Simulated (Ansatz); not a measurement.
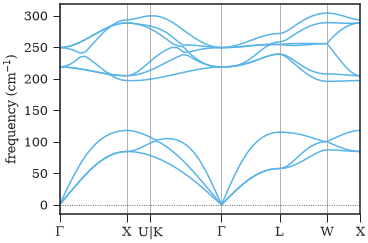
*Phonon dispersion of Al₂Au (fluorite or antifluorite type, Fm-3m), DFT-PBE in the program Ansatz with PAW potentials; imaginary frequencies are drawn negative*

Problem. Is this phase dynamically stable?

Solution. Yes, on this path no branch is imaginary.

Problem. How high does the spectrum reach?

Solution. About 300 cm⁻¹ (9.1 THz).

The cell was relaxed with PBE under the symmetry of its start. As this level gives no gap, phonon frequencies hold no LO–TO term and depend on the k-mesh and smearing (Fermi–Dirac, 0.1 eV here). Scalar-relativistic: spin–orbit coupling is off unless named, which matters more the heavier the elements.

Potentials: the later of the program's two PAW sets.
